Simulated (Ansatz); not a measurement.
Consider C$_{2}$H$_{7}$AlO$_{2}$.

Input file:

```
crystal:
  periodic: [false, false, false]
  atoms:
    - {symbol: C, position_ang: [0.115634, -0.584584, -1.553829]}
    - {symbol: C, position_ang: [-0.553112, 3.016518, 1.085883]}
    - {symbol: Al, position_ang: [-0.980583, 1.251969, 0.420095]}
    - {symbol: O, position_ang: [-0.011606, 0.563092, -0.792434]}
    - {symbol: O, position_ang: [-2.318098, 0.415653, 1.065674]}
    - {symbol: H, position_ang: [0.050148, -0.353379, -2.632855]}
    - {symbol: H, position_ang: [-0.662170, -1.343116, -1.334990]}
    - {symbol: H, position_ang: [1.096392, -1.065850, -1.384754]}
    - {symbol: H, position_ang: [-1.339133, 3.400126, 1.753485]}
    - {symbol: H, position_ang: [0.393001, 2.999997, 1.651352]}
    - {symbol: H, position_ang: [-0.418457, 3.732182, 0.259372]}
    - {symbol: H, position_ang: [-2.622432, -0.459802, 0.825495]}
basis:
  gaussian:
    orbitals: def2-TZVPD
output: {forces: true, orbitals: {seedname: orbitals}}
hamiltonian:
  xc: {name: PBE0}
```

Command:

```sh
ansatz run input.yaml --threads 2 --pin off --max-ram 4350MiB --events-out events.jsonl --progress --plain --runs-dir runs
```

Geometry: PBE0-D3(BJ)/def2-SVP.

Method: Ansatz, isolated molecule in a Gaussian basis; Kohn-Sham density functional theory, functional PBE0.

Question: Predict the electron density and electron localisation function between the atoms.

Answer: C–O (1.38 Å): ρ is about 2.2 e/Å³ halfway, with its minimum of 1.8 e/Å³ about 0.5 Å from C; the ELF peaks at about 0.90 between the atoms; a polar covalent bond.
Al–O (1.70 Å): ρ is about 0.87 e/Å³ halfway; the ELF peaks at about 0.85 in the valence shell of O, 0.6 Å from its nucleus, and is about 0.45 at the midpoint.
C–Al (1.93 Å): ρ at the midpoint is about 0.75 e/Å³; the ELF peaks at about 0.95 between the atoms; a polar covalent bond.
O–H (0.96 Å): the density is about 3.7 e/Å³ at the midpoint; the ELF climbs to about 1 towards the hydrogen, as it does in any bond to H: a covalent bond by its length.

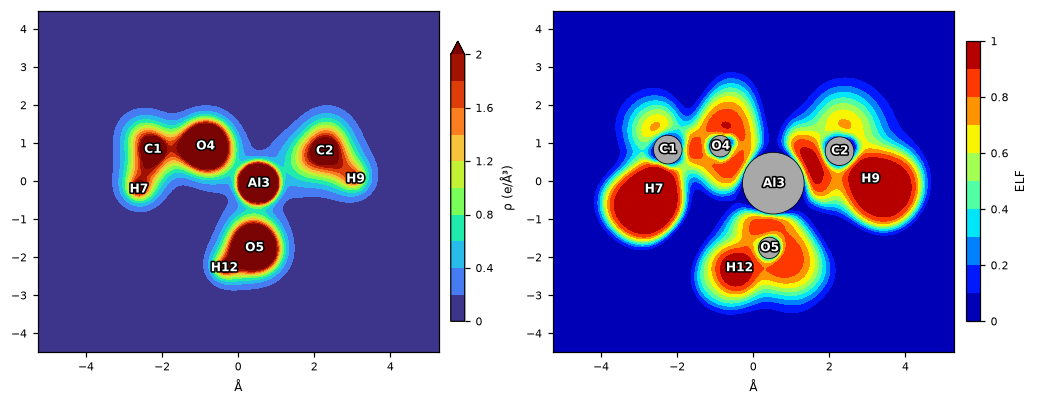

Computed electron density and electron localisation function on the plane of atoms O4, Al3 and O5, in this order. Grey discs cover the atomic cores in the ELF map. 
